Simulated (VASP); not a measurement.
Band structure of BaTe (rock salt). All values below come from rev-vdW-DF2, VASP's PBE PAW potentials (set 64) (plane waves; VASP).

Unless said otherwise, spin-orbit coupling is left out, though it shifts the bands of the heavy elements here.

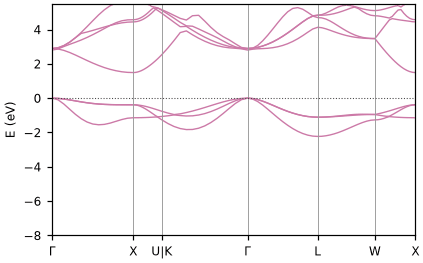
Figure: Bands along high-symmetry lines, zero at the valence-band maximum or, without a gap, the Fermi level

### Question
Read the plot: is there a gap, and where are the band edges?

### Answer
The gap is indirect, 1.49 eV, from the valence maximum at Γ to the conduction minimum at X. (Edges off the drawn lines would not show.)

The compound is BaTe in the rock salt structure. It was relaxed first.
